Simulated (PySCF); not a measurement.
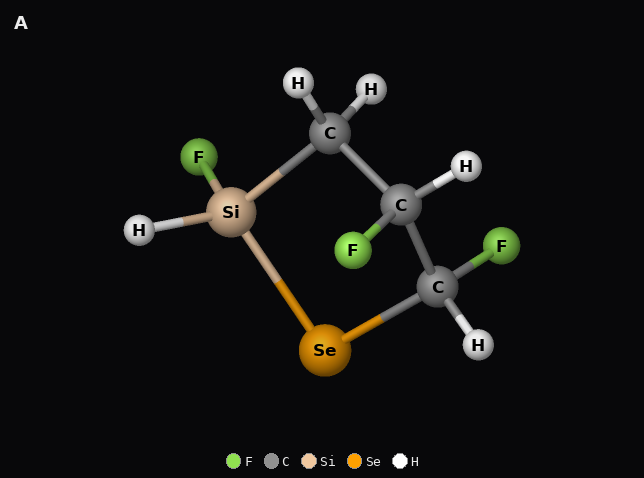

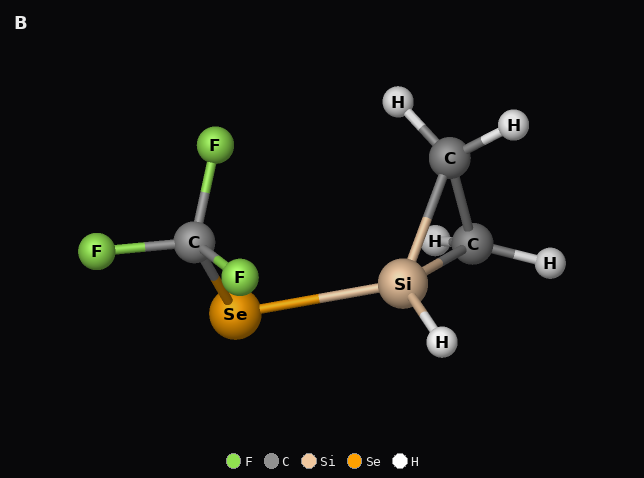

2 stationary structures of one formula. Geometries: GFN2-xTB. Electronic energies: ωB97X-D/def2-SVPD (PySCF 2.14.0), without zero-point energy. No frequency run is at hand to confirm each as a minimum. Each is one conformer, not always the lowest.

Which is lowest in energy, and by how much?

A is lowest; B lies 274.9 kJ/mol above it. A is `F[C@@H]1C[Si@@H](F)[Se][C@H]1F`, B is `FC(F)(F)[Se][SiH]1CC1`.

The geometry is semi-empirical. Around Se, Si such bond lengths and angles can be off by a tenth of an ångström or more and by several degrees, and values that hang on the shape move with them.
